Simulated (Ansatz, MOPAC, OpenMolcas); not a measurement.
# GeSiH4O (SMILES [SiH3][O][GeH]): the HOMO–LUMO gap, rung by rung

GeSiH4O: 7 atoms, total charge 0, spin state singlet. SMILES: `[SiH3][O][GeH]`. Geometry: relaxed at PBE0-D4/def2-TZVP. This is one conformer, not always the lowest.

Quantity: the HOMO–LUMO gap, in eV. The values are calculated.

| level | kind | program | value (eV) | CPU time |
| --- | --- | --- | --- | --- |
| PM6 | semi-empirical | MOPAC | 7.12 | under 2 s |
| HF/def2-SVP | Hartree–Fock | OpenMolcas | 9.98 | 7.5 s |
| SVWN5/def2-SVP | LDA | Ansatz | 2.25 | 3.3 s |
| BLYP/def2-SVP | GGA | Ansatz | 2.36 | 5.3 s |
| PBE/def2-SVP | GGA | Ansatz | 2.37 | 5.2 s |
| r2SCAN/def2-SVP | meta-GGA | OpenMolcas | 2.74 | 31 s |
| M06-2X/def2-SVP | hybrid meta-GGA | OpenMolcas | 6.34 | 26 s |
| wB97X/def2-SVP | range-separated hybrid | Ansatz | 8.66 | 22 s |
| B2PLYP/def2-SVP | double hybrid | Ansatz | 6.43 | 9.2 s |

All-electron rows without a relativistic Hamiltonian named are non-relativistic. The values span 2.25 to 9.98 eV. Orbital gaps aren't excitation energies, and those of double hybrids come from the SCF part alone; they tend to grow with the share of exact exchange. CPU times are rough (shared hosts, several kinds of processor and program).

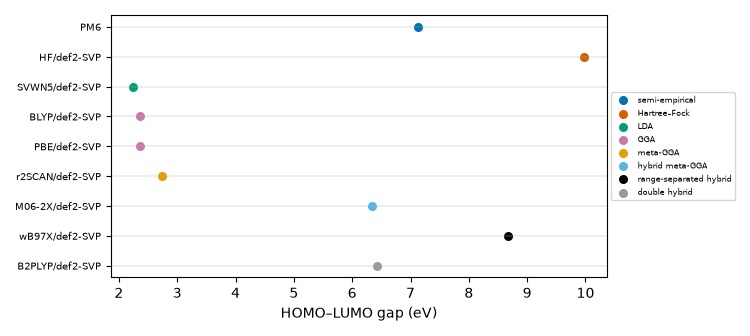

The values of the table, level by level.
